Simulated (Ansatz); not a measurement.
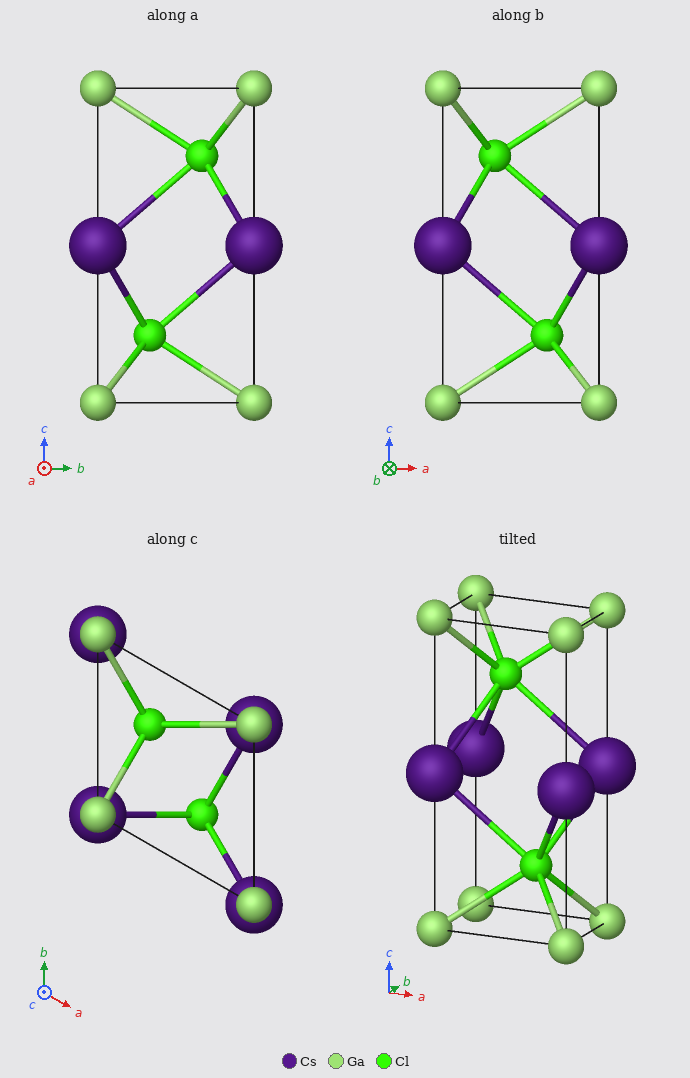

Ball-and-stick drawing of the structure, looking along the a axis, along the b axis, along the c axis and slightly off an axis. The outline marks the conventional unit cell.

Lattice parameters: a = 4.5533 Å, b = 4.5533 Å, c = 7.9361 Å, α = 90.000°, β = 90.000°, γ = 120.000°.

Question: From the views, write a CIF with its space group and independent sites, with free fractional coordinates to two decimals.

Answer:
```cif
data_structure
_symmetry_space_group_name_H-M 'P -3 m 1'
_symmetry_Int_Tables_number 164
_cell_length_a 4.5533
_cell_length_b 4.5533
_cell_length_c 7.9361
_cell_angle_alpha 90.000
_cell_angle_beta 90.000
_cell_angle_gamma 120.000
_cell_volume 142.49
loop_
_atom_site_label
_atom_site_type_symbol
_atom_site_symmetry_multiplicity
_atom_site_Wyckoff_symbol
_atom_site_fract_x
_atom_site_fract_y
_atom_site_fract_z
_atom_site_occupancy
Cs1 Cs 1 b 0.00 0.00 0.50 1
Ga1 Ga 1 a 0.00 0.00 0.00 1
Cl1 Cl 2 d 0.3333 0.6667 0.79 1
```

It goes back to a structure type filled with these elements by a generator (whether the compound takes this form wasn't checked). Earlier steps of the study may have refined or changed the cell and positions. It was the input of a calculation with Ansatz.
